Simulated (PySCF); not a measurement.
# One shape, several levels: triplet SiHClO

Aim: a comparison of 6 runs (U-wB97X-V/STO-3G, UB3LYP/STO-3G, UPBE0/STO-3G, UMP2/STO-3G, ROCCSD(T)/STO-3G, FCI/STO-3G) of triplet SiHClO. The job is set up through a Python script.

The results are computed with PySCF 2.14.0.

31 further runs of the same task are left out: 14 that didn't finish, 17 set aside as unsound or not needed.

**1. The structure to begin with**

The species is SiHClO (4 atoms), meant as a triplet with charge 0. As SMILES of the parent species, `O[Si]Cl`. The shape is that of a PBE0-D4/def2-TZVP optimisation. That shape belongs to the parent species and isn't relaxed for this state.

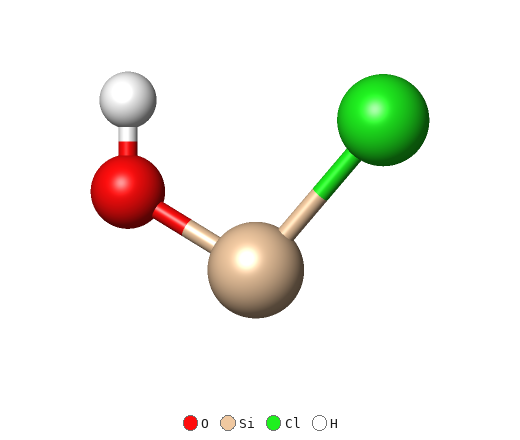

The structure, seen from a chosen angle (oxygen red, silicon light orange, chlorine green, hydrogen white).

**2. The energy at U-wB97X-V/STO-3G (run 1)**

Input file run.py:

```python
from pyscf import gto, dft

mol = gto.M(
    atom='''
O     -1.723052     0.850755    -0.583358
Si    -0.820519    -1.492317     1.222653
Cl     3.141292    -1.324698     0.796331
H     -0.492841     1.852687    -1.473986
''',
    verbose=4,
    max_memory=1860,
    basis='sto-3g',
    unit='bohr',
    spin=2,
)

mf = dft.UKS(mol)
mf.xc = 'wb97x-v'
mf.nlcgrids.level = 1
mf.grids.level = 5
mf.conv_tol = 1e-10
mf.kernel()
if not mf.converged:
    mf = mf.newton().run(mf.mo_coeff, mf.mo_occ)

etot = mf.e_tot
print(f'total energy: {etot:.8f} hartree')
```

The run is started by

```
$ OMP_NUM_THREADS=1 python run.py
```

What it wrote:

```text
PySCF version 2.14.0

[... 64 lines left out ...]
WARN: HOMO 0.0126102100172552 >= LUMO -0.278843099095575
[... 50 lines left out ...]
converged SCF energy = -815.880625252169  <S^2> = 2.0008039  2S+1 = 3.0005359
total energy: -815.88062525 hartree
```

Run time: 23 s. Hardware: 1 thread of Intel Xeon Platinum 8488C (Sapphire Rapids), shared host; peak memory 0.23 GiB.

**3. The energy at UB3LYP/STO-3G (run 2)**

Input file job.py:

```python
from pyscf import gto, dft

mol = gto.Mole()
mol.atom = 'O -0.911800 0.450200 -0.308700; Si -0.434200 -0.789700 0.647000; Cl 1.662300 -0.701000 0.421400; H -0.260800 0.980400 -0.780000'
mol.verbose = 4
mol.charge = 0
mol.basis = 'sto-3g'
mol.max_memory = 1860
mol.spin = 2
mol.build()

mf = dft.UKS(mol)
mf.xc = 'b3lyp'
mf.grids.level = 5
mf.conv_tol = 1e-10
mf.kernel()
if not mf.converged:
    mf = mf.newton().run(mf.mo_coeff, mf.mo_occ)

etot = mf.e_tot
print('E = %.10f Eh' % etot)
```

The run is started by

```
$ OMP_NUM_THREADS=1 python job.py
```

What it wrote:

```text
PySCF version 2.14.0

[... 59 lines left out ...]
[... the frontier-level lines of each cycle are left out ...]
[... 11 lines left out ...]
[... 11 lines left out ...]
[... 11 lines left out ...]
[... 1 line left out ...]
cycle= 8 E= -815.982500880318  delta_E= -3.69e-08  |g|= 2.43e-05  |ddm|= 0.000584


cycle= 9 E= -815.982500881594  delta_E= -1.28e-09  |g|= 4.3e-06  |ddm|= 0.000119


cycle= 10 E= -815.982500881627  delta_E= -3.29e-11  |g|= 9.6e-07  |ddm|= 1.83e-05


Extra cycle  E= -815.982500881629  delta_E= -2.27e-12  |g|= 1.02e-06  |ddm|= 6.43e-06
converged SCF energy = -815.982500881629  <S^2> = 2.0006436  2S+1 = 3.0004291
E = -815.9825008816 Eh
```

Wall time 5.1 s (1 thread of Intel Xeon Platinum 8488C (Sapphire Rapids), shared host); peak memory 0.23 GiB.

Runs 3 to 4 aren't shown in full; the table further down has their settings and results.

**4. A single-point energy at ROCCSD(T)/STO-3G (run 5)**

Input file job.py:

```python
from pyscf import gto, scf, cc

mol = gto.M(
    atom='''
O       -0.911800       0.450200      -0.308700
Si      -0.434200      -0.789700       0.647000
Cl       1.662300      -0.701000       0.421400
H       -0.260800       0.980400      -0.780000
''',
    max_memory=1860,
    charge=0,
    spin=2,
    verbose=4,
    basis='sto-3g',
)

mf = scf.ROHF(mol)
mf.conv_tol = 1e-10
mf.kernel()
if not mf.converged:
    mf = mf.newton().run(mf.mo_coeff, mf.mo_occ)

mycc = cc.CCSD(mf, frozen=11)
mycc.kernel()
e_t = mycc.ccsd_t()
e_tot = mycc.e_tot + e_t
print('Final energy', e_tot)
```

The run is started by

```
$ OMP_NUM_THREADS=1 python job.py
```

What it wrote:

```text
PySCF version 2.14.0

[... 58 lines left out ...]
converged SCF energy = -814.547259440228
[... 1 line left out ...]
WARN: RCCSD method does not support ROHF method. ROHF object is converted to UHF object and UCCSD method is called.
[... 12 lines left out ...]
Init t2, MP2 energy = -0.052068911831363
[... 16 lines left out ...]
UCCSD converged
[... 2 lines left out ...]
Final energy -814.6180358474991
```

Run time: 1.2 s. Hardware: 1 thread of Intel Xeon Platinum 8488C (Sapphire Rapids), shared host; peak memory 0.12 GiB.

**5. The energy at FCI/STO-3G (run 6)**

Input file geometry.xyz:

```xyz
4
ClHOSi
O     -0.911800     0.450200    -0.308700
Si    -0.434200    -0.789700     0.647000
Cl     1.662300    -0.701000     0.421400
H     -0.260800     0.980400    -0.780000
```

Input file input.py:

```python
from pyscf import gto, mcscf

system = gto.M(
    atom='geometry.xyz',
    max_memory=1860,
    verbose=4,
    basis='sto-3g',
    charge=0,
    spin=2,
)

calc0 = system.ROHF()
calc0.conv_tol = 1e-10
calc0.kernel()
if not calc0.converged:
    calc0 = calc0.newton().run(calc0.mo_coeff, calc0.mo_occ)

cas = mcscf.CASCI(calc0, calc0.mo_coeff.shape[-1] - 11, (system.nelec[0] - 11, system.nelec[1] - 11))  # full CI above the frozen core
cas.fix_spin_(ss=2.0)
cas.kernel()
e_tot = cas.e_tot
print('E = %.10f Eh' % e_tot)
```

The run is started by

```
$ OMP_NUM_THREADS=1 python input.py
```

What it wrote:

```text
PySCF version 2.14.0

[... 58 lines left out ...]
converged SCF energy = -814.547259440228
[... 1 line left out ...]
******** <class 'pyscf.mcscf.casci.CASCI'> ********
CAS (10e+8e, 13o), ncore = 11, nvir = 0
natorb = False
canonicalization = True
sorting_mo_energy = False
******** <class 'pyscf.fci.addons.SpinPenaltyFCISolver'> ********
max. cycles = 200
conv_tol = 1e-08
davidson only = True
linear dependence = 1e-12
level shift = 0.001
max iter space = 12
nroots = 1
pspace_size = 400
spin = None
Density matrix diagonal elements [1.99157798 1.9983149  1.97367309 1.98209787 1.98965418 1.98636284
 1.99596434 1.98431407 1.0069078  1.01193709 0.02225512 0.03143124
 0.02550947]
CASCI converged
CASCI E = -814.618558760969  E(CI) = -62.0693183281910  S^2 = 2.0000000
E = -814.6185587610 Eh
```

Wall time 5.7 s (1 thread of Intel Xeon Platinum 8488C (Sapphire Rapids), shared host); peak memory 0.2 GiB.

**6. The series**

| run | level | nlc grid | integration grid | energy (Eh) | dipole moment (D) of the reference | HOMO energy (eV) | ⟨S²⟩ | wall time |
| --- | --- | --- | --- | --- | --- | --- | --- | --- |
| 1 | U-wB97X-V/STO-3G | 1 | 5 | -815.880625 | 2.35 | -3.36 | 2.001 | 23 s |
| 2 | UB3LYP/STO-3G | – | 5 | -815.982501 | 2.10 | -0.58 | 2.001 | 5.1 s |
| 3 | UPBE0/STO-3G | – | 5 | -815.676996 | 2.22 | -0.97 | 2.001 | 5.1 s |
| 4 | UMP2/STO-3G | – | – | -814.600335 | 2.97 | -4.91 | 2.001 | 0.7 s |
| 5 | ROCCSD(T)/STO-3G | – | – | -814.618036 | 2.98 | – | 2.000 | 1.2 s |
| 6 | FCI/STO-3G | – | – | -814.618559 | 2.98 | – | – | 5.7 s |

**7. Summary of results**

| quantity | value |
| --- | --- |
| run 6: total energy | -814.61856 Eh |
| run 6: dipole moment (Hartree–Fock density) | 2.98 D |
| run 6: correlation energy (11 core orbitals frozen) | -71.3 mEh |

In words: Against full CI in this basis: UMP2 +18.2 mEh; ROCCSD(T) +0.5 mEh. Over runs 1, 2, 3 the dipole moment (its size) runs from 2.10 D (UB3LYP/STO-3G) to 2.35 D (U-wB97X-V/STO-3G). Totals of different functionals can't be ranked against each other. In runs 1, 2, 3, 4, 5, 6 the basis is minimal, so the values are rough. All runs together took 41 s, the longest 23 s.
